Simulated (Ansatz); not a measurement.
Abstraction of F: C2H2FN + CHBrCl → C2H2N + CHBrClF

Species: C2H2FN (fluoroacetonitrile) `N#CCF`, singlet; CHBrCl `Cl[CH]Br`, doublet; C2H2N `[CH2]C#N`, doublet; CHBrClF (bromochlorofluoromethane) `FC(Cl)Br`, singlet. A radical takes F: the energy is the difference in strength between two C–F bonds in different surroundings.

Shapes, held fixed at every level: PBE0-D4/def2-TZVP. Programs: Ansatz 0.2.0. The zero-point and thermal change to 298 K, harmonic and unscaled (PBE0-D4/def2-TZVP), is -4.1 kJ/mol.

```
               level           kind  ΔH(298 K) (kJ/mol)  CPU time (sum over the molecules)
         HF/def2-SVP   Hartree–Fock               -46.9                                  –
       HF/def2-TZVPP   Hartree–Fock               -47.1                                  –
    SPW92/def2-TZVPP            LDA               -44.8                              6.5 s
r2SCAN-D4/def2-TZVPP       meta-GGA               -51.4                               31 s
 BHLYP-D4/def2-TZVPP  global hybrid               -41.7                               17 s
  PBE0-D4/def2-TZVPP  global hybrid               -41.7                               17 s
   B2PLYP/def2-TZVPP  double hybrid               -35.6                               27 s
```

B2PLYP/def2-TZVPP gives ΔH(298 K) = -35.6 kJ/mol; the levels span -51.4 to -35.6. The median of the levels is -44.8. No measured value is set beside it here. Spin contamination: C2H2N (⟨S²⟩ up to 0.93). Open shells run unrestricted unless RO is named. Relativity is left out for Br unless named. Correlated rows may include outer-core shells of Br, which these sets cover unevenly. Times are processor times on shared x86 and Arm servers, and rough.

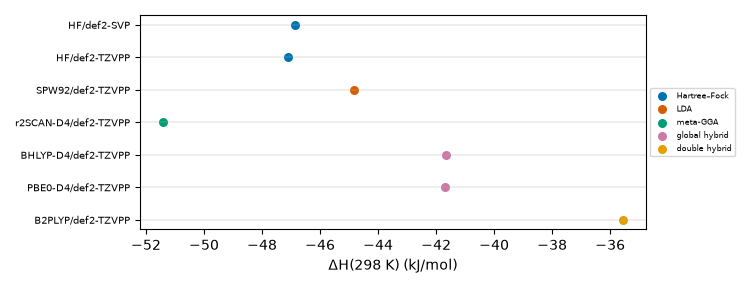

The values of the table, level by level.
